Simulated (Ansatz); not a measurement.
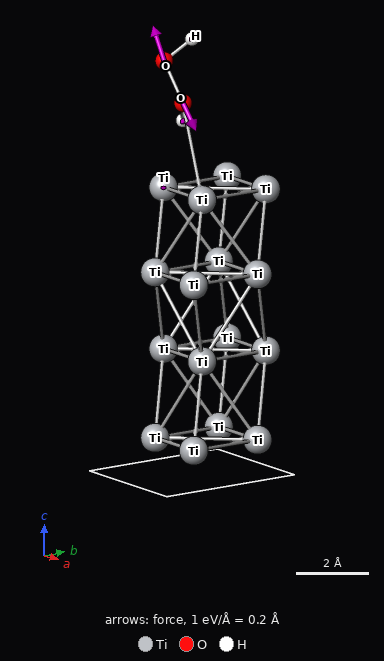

Starting geometry of a slab of composition Ti8HO (cut from the P6_3/mmc phase) with the computed forces as purple arrows. Style: ball-and-stick. Shown: the cell of the calculation, outlined in the plane, without the vacuum (origin shifted), slightly off an axis.

Case: 1 H2O2 a cell, upright, over a bridge Ti-Ti site. The slab is the (0 0 1) face of Ti with H2O2 on it. 8 atoms are held fixed.

Method: DFT PBE+D3(BJ), scalar-relativistic, plane waves, PAW in Ansatz 0.2.0. Settings: plane-wave cutoff 420 eV; k-point mesh 4 × 4 × 1; occupations gaussian; smearing width 0.1 eV; no spin polarisation; dipole correction; atoms relaxed in a fixed cell; force threshold 0.04 eV/Å; at most 100 steps.

What follows when this structure is relaxed?

Answer. It isn't relaxed: the largest force vector, on an O atom, is 5.41 eV/Å. The final displacements have little in common with the starting forces (cosine between the two patterns −0.23). An H atom moves most: 3.04 Å at 45° to the normal (−c side). By element the largest moves are H 3.04 Å, O 3.00 Å, Ti 0.09 Å. The cell stays as it was. Some distances before and after: O–Ti 5.039 → 2.125 Å, O–Ti 4.231 → 2.061 Å, O–Ti 4.051 → 2.125 Å, O–Ti 3.922 → 2.125 Å. New bonds form, among them: O–Ti (3.45 → 2.06 Å), O–Ti (3.92 → 2.13 Å), O–Ti (4.05 → 2.13 Å), O–Ti (4.23 → 2.06 Å). Bonds break, among them: O–O (1.32 → 2.89 Å). Bond angles that change, for instance: Ti–O–H 65.2° → 128.0°. Over 31 accepted moves (32 points after the start) the energy falls by 8.752 eV per cell of the calculation. Largest force component: 4.9 eV/Å at the start, 0.023 eV/Å at the end. 1 step only repeated the SCF at the same geometry.

Limits of the set-up: the periodic images lie only 5.8 Å apart, so the values are limited by the cell's size.
